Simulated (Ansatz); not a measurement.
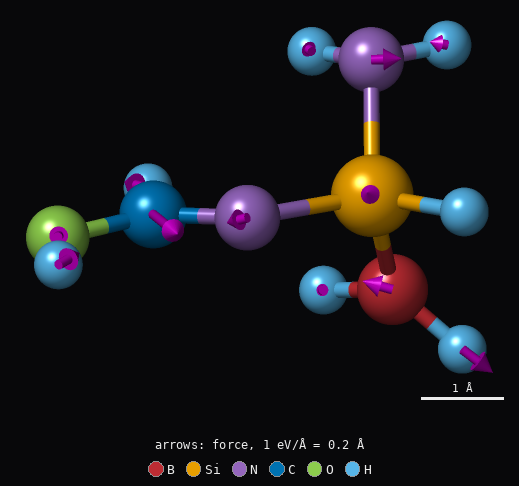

Starting geometry of CH$_{7}$BN$_{2}$OSi (coarse preliminary run) with the computed forces as purple arrows. A ball-and-stick model, seen at a tilt.

The start comes from a force field.

Level of theory: RKS PBE-D4/def2-SVP in Ansatz. Set-up: force threshold 0.03 eV/Å; at most 200 steps.

### What follows when this structure is relaxed?

It isn't relaxed: the largest force vector, on the C atom, is 6.32 eV/Å. The final displacements have little in common with the starting forces (cosine between the two patterns 0.07). The largest move after the best rigid fit is that of an H atom, 1.11 Å. By element the largest moves are H 1.11 Å, N 1.05 Å, Si 0.57 Å, B 0.51 Å, C 0.34 Å, O 0.28 Å. Some distances before and after: B–N 2.996 → 1.611 Å, N–Si 1.768 → 1.945 Å, B–H 1.131 → 1.218 Å, C–O 1.412 → 1.349 Å. Among the angles between lasting bonds that change: B–Si–N 108.1° → 48.4°, C–O–H 123.3° → 105.4°, B–Si–H 109.5° → 124.8°. Over 16 accepted moves (20 points after the start) the energy falls by 1.773 eV. The largest force component goes from 5.9 to 0.025 eV/Å. The line search rejected the trial steps at points 3, 15, 17, 19 of the run.
